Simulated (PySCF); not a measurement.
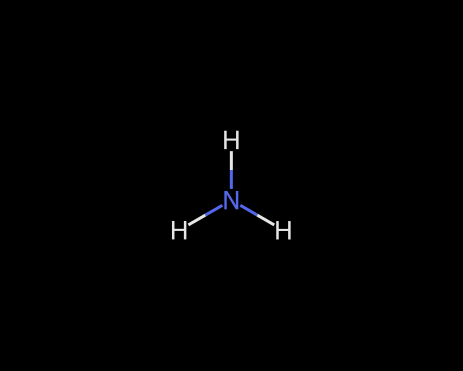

A structural formula.

Question: Write the SMILES.

Answer: N

Question: What is the molecular formula?

Answer: NH3.

Question: An optimisation with GFN2-xTB gave a structure of which point group?

Answer: C3v.

The parts below concern this one geometry. Atoms keep their numbers from picture to picture. Computed geometry: GFN2-xTB optimisation. No frequency run is at hand to confirm it as a minimum.

### Geometry

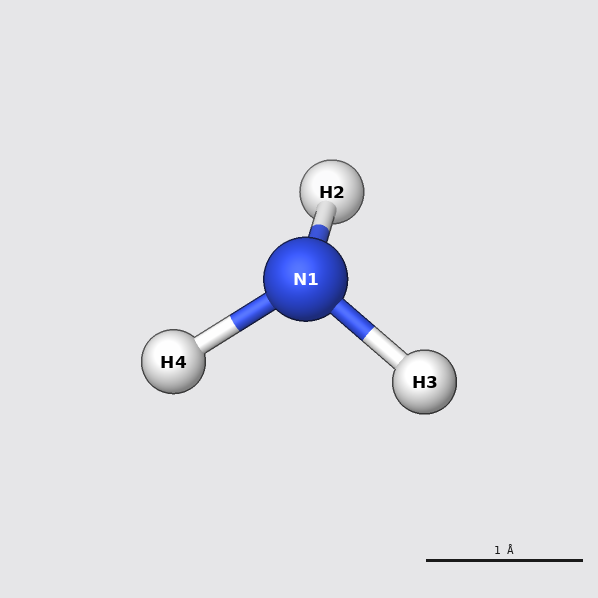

Atoms carry their numbers in the input. No frequency run is at hand to confirm it as a minimum.

Question: What is the geometry at N1?

Answer: N1 has 3 neighbours (H2 at 1.01, H3 at 1.01, H4 at 1.01 Å); the arrangement is trigonal pyramidal.

### Quadrupole coupling

No frequency run is at hand to confirm it as a minimum. Electric field gradients from the ground-state density, PBE0/pcSseg-1 (PySCF 2.14.0), non-relativistic apart from any core potentials.

Give the largest field-gradient component, the quadrupole coupling constant and the asymmetry for 14N at N1 (Q = 20.44 mb).

```json
{"atom": "N1", "V_zz (a.u.)": "−1.076", "e²qQ/h (MHz)": "−5.17", "η": "0.00"}
```

### Charges

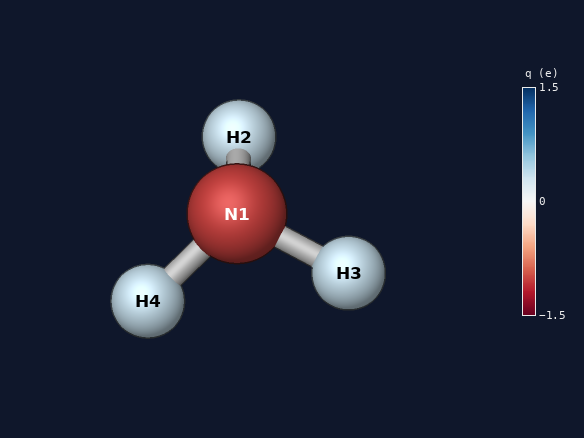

Atoms are coloured by their ESP-fitted charges. No frequency run is at hand to confirm it as a minimum. Method: PBE0/pcSseg-1, gas phase (PySCF 2.14.0).

Give the ESP-fitted charges atom by atom.

```csv
atom,value (e)
N1,−1.02
H2,0.34
H3,0.34
H4,0.34
```

### Electronic properties

No frequency run is at hand to confirm it as a minimum. Method: LC-wPBE/def2-QZVP, gas phase (PySCF 2.14.0).

Question: Estimate the HOMO energy (Kohn–Sham orbital).

Answer: −10.61 eV.

Question: Estimate the dipole moment.

Answer: 1.58 D.

Question: Give the HOMO–LUMO gap at this level.

Answer: 13.18 eV.
